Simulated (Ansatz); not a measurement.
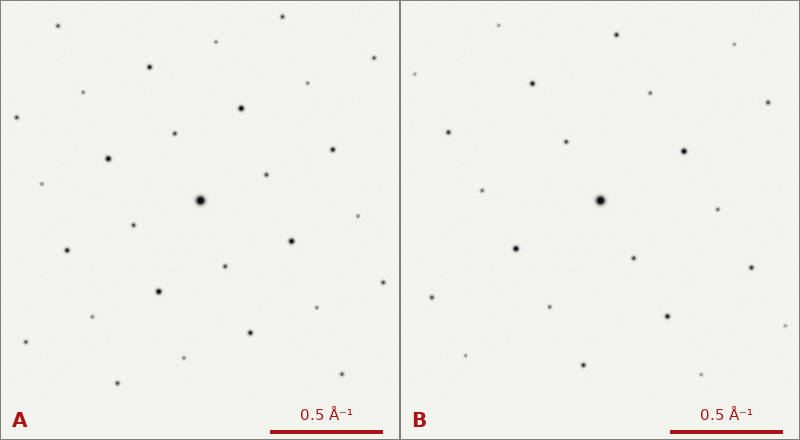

Kinematic electron diffraction patterns (300 kV, B = 0.5 Å², same scale, each along a low-index zone) of two structures of composition W2I, each relaxed at zero pressure with DFT PBE, scalar-relativistic, plane waves, PAW in Ansatz.

The structures (standard cells):
1. Fm-3m (No. 225), a = 6.256 Å, 12 atoms; generated start, possibly hypothetical
2. P6/mmm (No. 191), a = 4.574 Å, c = 3.303 Å (hexagonal axes), 3 atoms; generated start, possibly hypothetical

### Which pattern belongs to which structure, and along which zone?

A is structure 1 along [001] or an equivalent direction: square net of 2 0 0 at d = 3.13 Å and 0 2 0 at d = 3.13 Å, 90.0° apart. B is structure 2 along [210] or an equivalent direction: rectangular net of 0 0 1 at d = 3.30 Å and 1 -2 0 at d = 2.29 Å, 90.0° apart.

### Which structure lies lowest at this level of theory, and by how much?

Structure 2 (P6/mmm, 19.95 Å³ an atom) is the lowest of these; structure 1 (Fm-3m, 20.40 Å³ an atom) lies about 520 meV an atom higher. These are static energies at 0 K; other structures, not shown, may lie lower still.
